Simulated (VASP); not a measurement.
Band structure of CoP (relaxed from the CsCl type structure, space group Pm-3m). All values below come from PBEsol GGA, VASP's PBE PAW potentials (set 64) (plane waves; VASP 6.6.1).

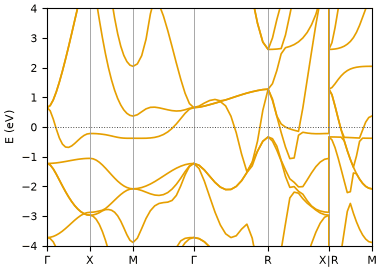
Bands along high-symmetry lines, zero at the valence-band maximum or, without a gap, the Fermi level

Question: Read the plot: is there a gap, and where are the band edges?

Answer: It has no gap at this level: it comes out as a metal or semimetal. (Edges off the drawn lines would not show.)

The structure was generated: CoP was put into the CsCl type type (Pm-3m), which need not be its known phase. It was relaxed first, which changed the volume by -24 %. The run is not spin-polarised, so no magnetic state was tried.
